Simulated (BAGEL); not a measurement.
**SiH3OF (SMILES O[SiH2]F): HF/6-31G(d) (density fitting with qzvpp-jkfit, spherical functions)**

Aim: the energy change on altering one bond length of SiH3OF at HF/6-31G* (density fitting with qzvpp-jkfit, spherical functions), from 2 runs. 

The calculation is run with BAGEL 1.2.2.

5 further runs of the same task are left out: 3 that didn't finish, 2 set aside as unsound or not needed. Runs told in other sessions of the task aren't counted.

### 1 Starting point

SiH3OF has 6 atoms, charge 0, and is taken as a singlet. SMILES: `O[SiH2]F`. Geometry: relaxed at PBE0-D4/def2-TZVP. This is one conformer, not always the lowest.

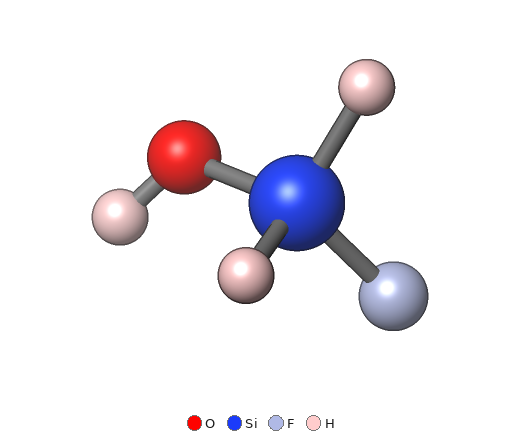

The structure, seen from a chosen angle (oxygen red, silicon blue, fluorine light blue, hydrogen pink).

### 2 A single-point energy at HF/6-31G(d) (density fitting with qzvpp-jkfit, spherical functions)

File input.json:

```json
{ "bagel": [

{
  "title": "molecule",
  "basis": "6-31gs.json",
  "df_basis": "qzvpp-jkfit",
  "angstrom": true,
  "geometry": [
    { "atom": "O", "xyz": [   -0.853500,   -0.209200,   -0.924100 ] },
    { "atom": "Si", "xyz": [    0.378300,   -0.009300,    0.123900 ] },
    { "atom": "F", "xyz": [    0.180800,   -0.922800,    1.417800 ] },
    { "atom": "H", "xyz": [   -1.714200,    0.150200,   -0.705600 ] },
    { "atom": "H", "xyz": [    1.595600,   -0.458500,   -0.575800 ] },
    { "atom": "H", "xyz": [    0.455100,    1.385600,    0.617600 ] }
  ]
},
{ "title": "hf" },
{ "title": "print", "file": "orbitals.molden", "orbitals": true }

]}
```

The basis set 6-31G* is read from a file made from the Basis Set Exchange's data (not shown).

Command:

```sh
$ BAGEL_NUM_THREADS=1 BAGEL input.json > input.out
```

The program printed:

```text
* using 1 threads per process

  ===============================================================
  ===============================================================

  *** Geometry ***

  { "atom" : "O", "xyz" : [     -1.612881,     -0.395331,     -1.746296 ] },
  { "atom" : "Si", "xyz" : [      0.714883,     -0.017574,      0.234137 ] },
  { "atom" : "F", "xyz" : [      0.341662,     -1.743839,      2.679254 ] },
  { "atom" : "H", "xyz" : [     -3.239369,      0.283837,     -1.333391 ] },
  { "atom" : "H", "xyz" : [      3.015247,     -0.866439,     -1.088104 ] },
  { "atom" : "H", "xyz" : [      0.860014,      2.618405,      1.167095 ] },

  Number of auxiliary basis functions:      336

  Since a DF basis is specified, we compute 2- and 3-index integrals:
    o Being stored without compression. Storage requirement is 0.007 GB

  Number of basis functions:       52
  Number of electrons      :       34

    * METHOD: MOLECULE                             0.08

  *** RHF ***

  === Nuclear Repulsion ===
   119.5284298049

      * DIIS with orbital gradients will be used.

  === RHF iteration (6-31gs.json) ===
      0       -464.83618628          0.03310830           0.01
      1       -464.97892408          0.02066531           0.01
      2       -465.06096299          0.00150022           0.01
      3       -465.06162386          0.00022595           0.01
      4       -465.06163756          0.00009530           0.01
      5       -465.06163973          0.00002057           0.01
      6       -465.06163992          0.00000510           0.01
      7       -465.06163993          0.00000091           0.01
      8       -465.06163993          0.00000018           0.01
      9       -465.06163993          0.00000006           0.01
     10       -465.06163993          0.00000003           0.01
     11       -465.06163993          0.00000001           0.01
    * SCF iteration converged.

    * Permanent dipole moment:
           (    0.321745,    -0.636589,     0.080365) a.u.

    * METHOD: HF                                   0.22

    * METHOD: PRINT                                0.01

  ===============================================================
```

Wall time 0.42 s (1 thread of Arm Neoverse V2, shared host).

### 3 The distorted shape

File input.json:

```json
{ "bagel" : [

{
  "title" : "molecule",
  "basis" : "6-31gs.json",
  "df_basis" : "qzvpp-jkfit",
  "angstrom" : true,
  "geometry" : [
    { "atom" : "O", "xyz" : [   -1.038240,   -0.239180,   -1.081274 ] },
    { "atom" : "Si", "xyz" : [    0.378300,   -0.009300,    0.123900 ] },
    { "atom" : "F", "xyz" : [    0.180800,   -0.922800,    1.417800 ] },
    { "atom" : "H", "xyz" : [   -1.898940,    0.120220,   -0.862774 ] },
    { "atom" : "H", "xyz" : [    1.595600,   -0.458500,   -0.575800 ] },
    { "atom" : "H", "xyz" : [    0.455100,    1.385600,    0.617600 ] }
  ]
},
{ "title" : "hf" },
{ "title" : "print", "file" : "orbitals.molden", "orbitals" : true }

]}
```

The basis set 6-31G* is read from a file made from the Basis Set Exchange's data (not shown).

Command:

```sh
$ BAGEL_NUM_THREADS=1 BAGEL input.json > input.out
```

The program printed:

```text
* using 1 threads per process

  ===============================================================
  ===============================================================

  *** Geometry ***

  { "atom" : "O", "xyz" : [     -1.961989,     -0.451985,     -2.043312 ] },
  { "atom" : "Si", "xyz" : [      0.714883,     -0.017574,      0.234137 ] },
  { "atom" : "F", "xyz" : [      0.341662,     -1.743839,      2.679254 ] },
  { "atom" : "H", "xyz" : [     -3.588477,      0.227183,     -1.630407 ] },
  { "atom" : "H", "xyz" : [      3.015247,     -0.866439,     -1.088104 ] },
  { "atom" : "H", "xyz" : [      0.860014,      2.618405,      1.167095 ] },

  Number of auxiliary basis functions:      336

  Since a DF basis is specified, we compute 2- and 3-index integrals:
    o Being stored without compression. Storage requirement is 0.007 GB

  Number of basis functions:       52
  Number of electrons      :       34

    * METHOD: MOLECULE                             0.08

  *** RHF ***

  === Nuclear Repulsion ===
   113.0742649330

      * DIIS with orbital gradients will be used.

  === RHF iteration (6-31gs.json) ===
      0       -464.77746828          0.03504753           0.01
      1       -464.92364189          0.02359680           0.01
      2       -465.03353104          0.00181224           0.01
      3       -465.03441950          0.00063155           0.01
      4       -465.03451404          0.00014587           0.01
      5       -465.03452233          0.00003882           0.01
      6       -465.03452340          0.00000879           0.01
      7       -465.03452345          0.00000161           0.01
      8       -465.03452345          0.00000055           0.01
      9       -465.03452345          0.00000020           0.01
     10       -465.03452345          0.00000009           0.01
     11       -465.03452345          0.00000002           0.01
     12       -465.03452345          0.00000001           0.01
    * SCF iteration converged.

    * Permanent dipole moment:
           (   -0.045024,    -0.687184,    -0.174029) a.u.

    * METHOD: HF                                   0.24

    * METHOD: PRINT                                0.01

  ===============================================================
```

Wall time 0.44 s (1 thread of Arm Neoverse V2, shared host).

### 4 Outcome

At HF/6-31G* (density fitting with qzvpp-jkfit, spherical functions):

| quantity | value |
| --- | --- |
| first shape: total energy | -465.06164 Eh |
| first shape: dipole moment | 1.82 D |
| first shape: HOMO energy | -12.97 eV |
| first shape: LUMO energy | 4.30 eV |
| first shape: HOMO–LUMO gap | 17.26 eV |
| distorted shape: total energy | -465.03452 Eh |
| distorted shape: dipole moment | 1.81 D |
| distorted shape: HOMO energy | -13.09 eV |
| distorted shape: LUMO energy | 3.96 eV |
| distorted shape: HOMO–LUMO gap | 17.05 eV |
| energy change with the O1–Si2 bond stretched from 1.630 to 1.874 Å | 0.738 eV |

What this shows: With the O1–Si2 bond stretched from 1.630 to 1.874 Å the energy rises by 0.74 eV (17.0 kcal/mol). The first shape isn't relaxed at this level, so the change isn't measured from a minimum.
